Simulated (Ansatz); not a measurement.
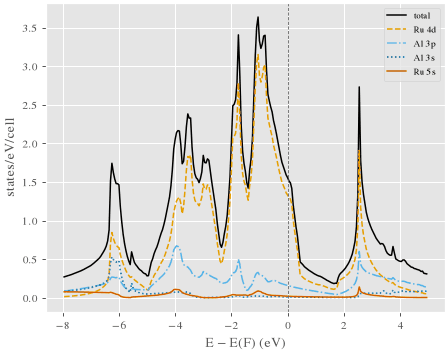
Fig. 1. Total and projected density of states of AlRu (CsCl type, space group No. 221), plane-wave PAW r²SCAN (Ansatz code)

### Question
Which orbitals carry the states next to the Fermi level?

### Answer
Within 0.5 eV of the Fermi level: Ru 4d 84 %, Al 3p 11 %. Projections are on Löwdin-orthogonalised atomic valence shells; empty p or d shells of many metals are not among them.

### Question
Where is the tallest occupied peak in this window, and what makes it?

### Answer
Near -1.0 eV, about 3.6 states/eV per cell; the largest projected share is Ru 4d.

Space group Pm-3m (CsCl type). The cell was relaxed with r²SCAN under the symmetry of its start; phonons on a q-mesh show no instability. The run is not spin-polarised. Scalar-relativistic: spin–orbit coupling is off unless named, which matters more the heavier the elements.

Potentials: the later of the program's two PAW sets.
